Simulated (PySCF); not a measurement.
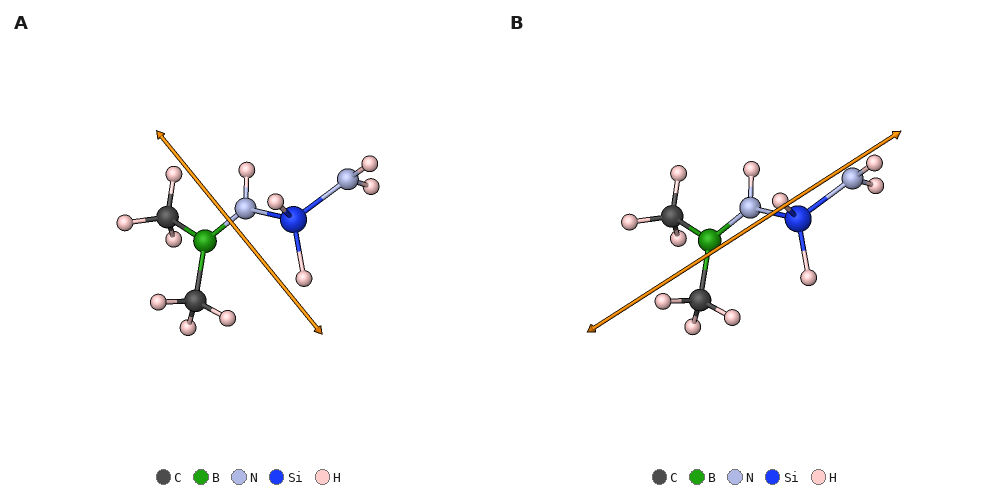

The double arrows show the directions of two transition dipoles from the ground state (lengths mean nothing). The computed structure is the end point of a PBE0-D3(BJ)/def2-SVP optimisation. No frequency run is at hand to confirm it as a minimum. Level of theory: TDDFT CAM-B3LYP/def2-SVPD, vertical, gas phase, core orbitals frozen in the response (PySCF 2.14.0).

One belongs to singlet state 8 and one to singlet state 9. Which is which?

A: state 8, 8.11 eV (153 nm), oscillator strength 0.037, of mixed character, with the largest part HOMO → LUMO+3 (weight 0.38).
B: state 9, 8.23 eV (151 nm), oscillator strength 0.063, of mixed character, with the largest part HOMO → LUMO+3 (weight 0.18).
